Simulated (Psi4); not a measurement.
# CH3NSi (SMILES [H][Si]([H])([H])C#N): levels of theory compared

Aim: a comparison of 6 runs (B3LYP/6-31G*, BP86/6-31G**, PBE0/def2-SVP, EOM-CC2/DZVP, FNO-CISD/cc-pVDZ) of CH3NSi. 

The calculation is run with Psi4 1.11.

2 further runs of the same task are left out: 2 that didn't finish.

### Step 1. The structure to begin with

CH3NSi: 6 atoms, total charge 0, spin state singlet. SMILES: `[H][Si]([H])([H])C#N`. The coordinates come from a GFN2-xTB relaxation.

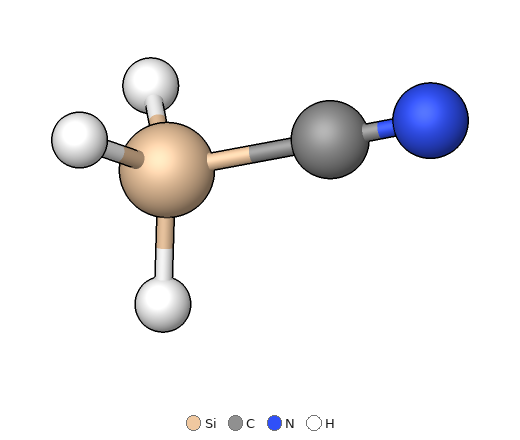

Viewed from a chosen angle; silicon light orange, carbon grey, nitrogen blue, hydrogen white.

### Step 2. Energy and forces at B3LYP/6-31G(d) (spherical functions) (run 1)

calc.inp reads:

```
memory 1.6 GB

molecule mol {
  0 1
  Si    -0.005910     0.005310    -0.607820
  C      0.007280    -0.009780     1.257730
  N      0.023780    -0.021100     2.402800
  H      1.395010     0.016460    -1.024950
  H     -0.715770     1.218710    -1.003950
  H     -0.704390    -1.209600    -1.023800
  symmetry c1
  no_reorient
  no_com
}

set puream true
set e_convergence 1e-09
set d_convergence 1e-08
set scf_type pk
set dft_radial_points 99
set dft_spherical_points 590

e, wfn = gradient("b3lyp/6-31G*", return_wfn=True)
oeprop(wfn, "MAYER_INDICES", "WIBERG_LOWDIN_INDICES", "DIPOLE")
print_variables()
```

Command:

```bash
$ psi4 -i calc.inp -o calc.out -n 1
```

calc.out:

```text
[...]
  Running in c1 symmetry.
[...]
  Nuclear repulsion =   82.887837989854148
[...]
  Multiplicity = 1
[...]
  Nalpha       = 15
  Nbeta        = 15
[...]
    Number of basis functions: 52
[...]
   @RKS iter   1:  -384.01028171069413   -5.37351e-01   8.93890e-03 ADIIS/DIIS
[...]
   @RKS iter  10:  -384.13082985155961   -7.38964e-13   2.30010e-09 DIIS
[...]
    Orbital Energies [Eh]
    ---------------------
    Doubly Occupied:
       1A    -66.156773     2A    -14.341835     3A    -10.207731
       4A     -5.320822     5A     -3.679796     6A     -3.677727
       7A     -3.677722     8A     -0.909173     9A     -0.613524
      10A     -0.459623    11A     -0.399119    12A     -0.399048
      13A     -0.358361    14A     -0.342509    15A     -0.342474
[...]
  @RKS Final Energy:  -384.13082985155961
   => Energetics <=
    Nuclear Repulsion Energy =             82.8878379898541482
    One-Electron Energy =                -692.4445989314161807
    Two-Electron Energy =                 253.1376735343760913
    DFT Exchange-Correlation Energy =     -27.7117424443735842
    Empirical Dispersion Energy =           0.0000000000000000
    VV10 Nonlocal Energy =                  0.0000000000000000
    Total Energy =                       -384.1308298515596107
[...]
  -Total Gradient:
     Atom            X                  Y                   Z
    ------   -----------------  -----------------  -----------------
       1       -0.000210319322     0.000459956055    -0.015217774195
       2        0.000432042490    -0.000375378080     0.047164001979
       3       -0.000468712851     0.000394970119    -0.044635464911
       4       -0.006015458543    -0.000028887040     0.004276547984
       5        0.003300861620    -0.005684048314     0.004234098051
       6        0.002961855110     0.005233512322     0.004178646354
[...]
```

Run time: 22 s. Hardware: 1 thread of Intel Xeon Platinum 8259CL at 2.50GHz (Skylake/Cascade Lake), shared host; peak memory 0.67 GiB.

### Step 3. Energy and forces at BP86/6-31G(d,p) (spherical functions) (run 2)

calc.py reads:

```python
import psi4

psi4.set_memory('1600 MB')
psi4.set_num_threads(1)
psi4.set_output_file('ch3nsi.out', False)

geom = psi4.geometry("""
0 1
Si    -0.005910     0.005310    -0.607820
C      0.007280    -0.009780     1.257730
N      0.023780    -0.021100     2.402800
H      1.395010     0.016460    -1.024950
H     -0.715770     1.218710    -1.003950
H     -0.704390    -1.209600    -1.023800
symmetry c1
""")

psi4.set_options({
    'basis': '6-31G**',
    'reference': 'rks',
    'puream': True,
    'e_convergence': 1e-09,
    'd_convergence': 1e-08,
    'scf_type': 'pk',
    'dft_radial_points': 99,
    'dft_spherical_points': 590,
})

E, wfn = psi4.gradient("bp86", molecule=geom, return_wfn=True)
print('gradient / Eh bohr^-1')
print(E.np.round(6))
print(f'energy = {wfn.energy():.10f} Eh')
```

Command:

```bash
$ python calc.py
```

ch3nsi.out:

```text
[...]
  Running in c1 symmetry.
[...]
  Nuclear repulsion =   82.887837989854177
[...]
  Multiplicity = 1
[...]
  Nalpha       = 15
  Nbeta        = 15
[...]
    Number of basis functions: 61
[...]
   @RKS iter   1:  -383.97241620181723   -3.78145e-01   8.52568e-03 DIIS/ADIIS
[...]
   @RKS iter  11:  -384.13372677878533   -5.11591e-13   4.54306e-09 DIIS
[...]
    Orbital Energies [Eh]
    ---------------------
    Doubly Occupied:
       1A    -65.492557     2A    -14.025202     3A     -9.935268
       4A     -5.100602     5A     -3.512708     6A     -3.510152
       7A     -3.510148     8A     -0.829490     9A     -0.558754
      10A     -0.413804    11A     -0.358814    12A     -0.358743
      13A     -0.306837    14A     -0.306400    15A     -0.306340
[...]
  @RKS Final Energy:  -384.13372677878533
   => Energetics <=
    Nuclear Repulsion Energy =             82.8878379898541766
    One-Electron Energy =                -692.4922468836969074
    Two-Electron Energy =                 259.8031046302406821
    DFT Exchange-Correlation Energy =     -34.3324225151833460
    Empirical Dispersion Energy =           0.0000000000000000
    VV10 Nonlocal Energy =                  0.0000000000000000
    Total Energy =                       -384.1337267787853307
[...]
  -Total Gradient:
     Atom            X                  Y                   Z
    ------   -----------------  -----------------  -----------------
       1       -0.000213437827     0.000468987795    -0.016558683103
       2        0.000854611014    -0.000659064924     0.075250864320
       3       -0.000905198480     0.000691769698    -0.074498608139
       4       -0.009832702132    -0.000060691177     0.005331345732
       5        0.005231047176    -0.008982535285     0.005237550262
       6        0.004865942468     0.008541610955     0.005237344634
[...]
```

Standard output:

```text
gradient / Eh bohr^-1
[[-2.1300e-04  4.6900e-04 -1.6559e-02]
 [ 8.5500e-04 -6.5900e-04  7.5251e-02]
 [-9.0500e-04  6.9200e-04 -7.4499e-02]
 [-9.8330e-03 -6.1000e-05  5.3310e-03]
 [ 5.2310e-03 -8.9830e-03  5.2380e-03]
 [ 4.8660e-03  8.5420e-03  5.2370e-03]]
energy = -384.1337267788 Eh
```

Run time: 24 s. Hardware: 1 thread of Intel Xeon Platinum 8259CL at 2.50GHz (Skylake/Cascade Lake), shared host; peak memory 0.75 GiB.

Runs 3 to 5 aren't shown in full; the table further down has their settings and results.

### Step 4. The energy at FNO-CISD/cc-pVDZ (density fitting, Cartesian functions) (run 6)

job.inp reads:

```
memory 1600 mb

molecule molecule1 {
  0 1
  Si    -0.005910     0.005310    -0.607820
  C      0.007280    -0.009780     1.257730
  N      0.023780    -0.021100     2.402800
  H      1.395010     0.016460    -1.024950
  H     -0.715770     1.218710    -1.003950
  H     -0.704390    -1.209600    -1.023800
}

set {
  basis cc-pVDZ
  freeze_core true
  r_convergence 0.0001
  puream false
  damping_percentage 10
  maxiter 100
}

e = energy('fno-cisd')
```

Command:

```bash
$ psi4 -n 1 job.inp job.out
```

job.out:

```text
[...]
  Running in c1 symmetry.
[...]
  Nuclear repulsion =   82.887837989854177
[...]
  Multiplicity = 1
[...]
  Nalpha       = 15
  Nbeta        = 15
[...]
    Number of basis functions: 64
[...]
   @RHF iter   1:  -382.92445181011783   -9.79307e-01   4.91244e-03 ADIIS/DIIS
[...]
   @RHF iter  14:  -382.99626923472744    9.09415e-09   1.88259e-09 DIIS/DAMP=10%
[...]
  @RHF Final Energy:  -382.99626923472744
   => Energetics <=
    Nuclear Repulsion Energy =             82.8878379898541766
    One-Electron Energy =                -691.8532173755279473
    Two-Electron Energy =                 225.9691101509463067
    Total Energy =                       -382.9962692347273787
[...]
 Multipole Moments:
 ------------------------------------------------------------------------------------
     Multipole            Electronic (a.u.)      Nuclear  (a.u.)        Total (a.u.)
 ------------------------------------------------------------------------------------
 L = 1.  Multiply by 2.5417464519 to convert [e a0] to [Debye]
 Dipole X            :          0.0196221           -0.0351824           -0.0155602
 Dipole Y            :         -0.0228133            0.0359941            0.0131807
 Dipole Z            :          2.8238009           -4.3054485           -1.4816476
 Magnitude           :                                                    1.4817879
[...]
      * MP2 total energy:                   -383.378390998049
[...]
      * SCS-MP2 total energy:                 -383.378476630704
[...]
      * MP2 total energy:                     -383.378390998049
[...]
      * CISD total energy:                    -383.359907117873
[...]
```

It took 17 s on 1 thread of Intel Xeon Platinum 8259CL at 2.50GHz (Skylake/Cascade Lake), shared host; peak memory 0.31 GiB.

### Step 5. Overview of the runs

```tsv
run	level	properties	task	energy (Eh)	HOMO energy (eV)	LUMO energy (eV)	HOMO–LUMO gap (eV)	wall time
1	B3LYP/6-31G* (spherical functions)	(mayer, wiberg, dipole)	gradient	-384.130830	-9.32	-0.20	9.12	22 s
2	BP86/6-31G** (spherical functions)	–	gradient	-384.133727	-8.34	-1.09	7.25	24 s
3	PBE0/def2-SVP	(lowdin, dipole, wiberg)	energy	-383.727105	-9.80	-0.24	9.56	16 s
4	EOM-CC2/DZVP (DKH3)	(oscillator_strength)	excited	-383.872589	-12.96	2.89	15.85	19 s
5	FNO-CISD/cc-pVDZ (density fitting)	–	energy	-383.355499	-12.81	3.47	16.28	14 s
6	FNO-CISD/cc-pVDZ (density fitting, Cartesian functions)	–	energy	-383.359907	-12.81	3.47	16.28	17 s
```

### Step 6. Summary of results

```
                                          quantity          value
                               run 6: total energy  -383.35991 Eh
        run 6: HOMO energy (Hartree–Fock orbitals)      -12.81 eV
        run 6: LUMO energy (Hartree–Fock orbitals)        3.47 eV
      run 6: HOMO–LUMO gap (Hartree–Fock orbitals)       16.28 eV
run 6: correlation energy (7 core orbitals frozen)     -363.6 mEh
```

In words: Over runs 1, 2, 3 the dipole moment (its size) runs from 3.46 D (BP86/6-31G**) to 3.54 D (B3LYP/6-31G*). The two ends differ in method and basis. Over runs 1, 2, 3 the HOMO–LUMO gap runs from 7.25 eV (BP86/6-31G**) to 9.56 eV (PBE0/def2-SVP). Totals of different functionals can't be ranked against each other. Some runs of one species differ in core potentials or relativity; totals across that change don't compare. All runs together took 1.9 min, the longest 24 s.
